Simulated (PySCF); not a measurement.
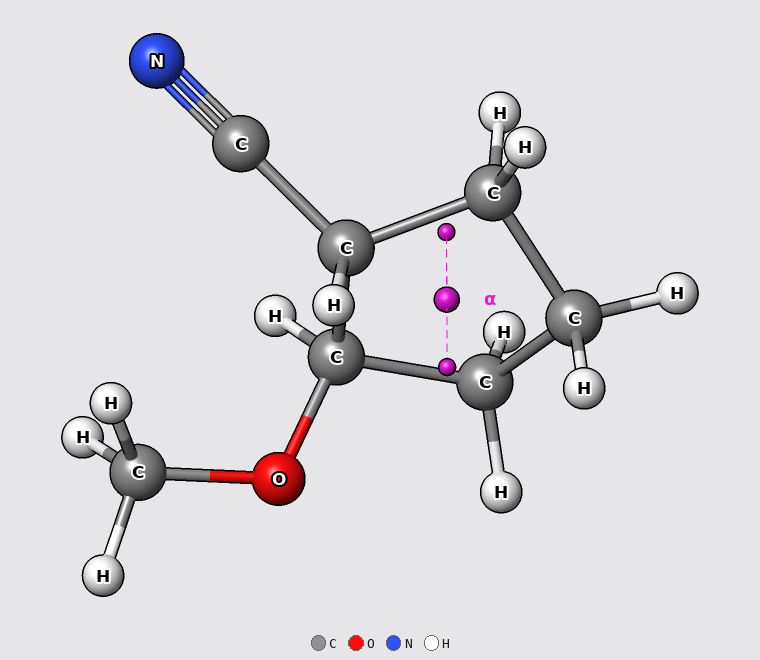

The small points mark where nucleus-independent chemical shifts (NICS) were computed: at the centre of each lettered ring and 1 Å above and below it. The computed structure is the end point of a PBE0-D3(BJ)/def2-SVP optimisation. No frequency run is at hand to confirm it as a minimum. Method: GIAO PBE0/pcSseg-1 NMR shielding, non-relativistic, IEF-PCM chloroform (PySCF 2.14.0).

Give NICS(0), NICS(1) and the out-of-plane component NICS(1)zz for each ring (means of the two sides).

```json
{"ring": "α", "members": "C5", "NICS(0)": "−5.6", "NICS(1)": "−4.1", "NICS(1)zz": "−2.7"}
```

Values in ppm.

### What do the values say about the ring currents?

Ring α: weak, as in a non-aromatic ring. NICS is one index among several.
